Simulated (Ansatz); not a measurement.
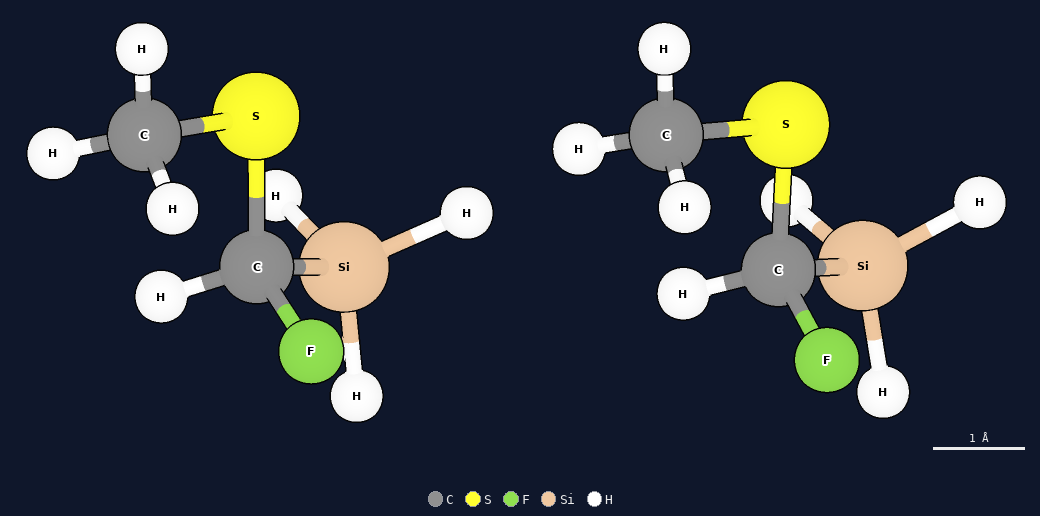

Two geometries of C₂H₇FSSi, drawn at one scale. One is the start of a relaxation, the other its converged end. A ball-and-stick model, seen from a free direction.

Level of theory: RKS PBE0-D4/def2-TZVP in Ansatz. (force threshold 0.005 eV/Å; at most 150 steps)

Which geometry has the lower energy?

Answer. The right one is the relaxed one. The start comes from PBE-D4/def2-SVP. Over 9 geometry steps the energy falls by 1.30 kcal/mol. The largest force component goes from 0.64 to 0.0043 eV/Å. The S atom moves most after the best rigid fit: 0.16 Å. By element the largest moves are S 0.16 Å, H 0.14 Å, F 0.11 Å, C 0.04 Å, Si 0.03 Å. Some distances before and after: C–S 1.804 → 1.774 Å, C–S 1.825 → 1.801 Å, C–H 1.115 → 1.096 Å, C–Si 1.924 → 1.906 Å.
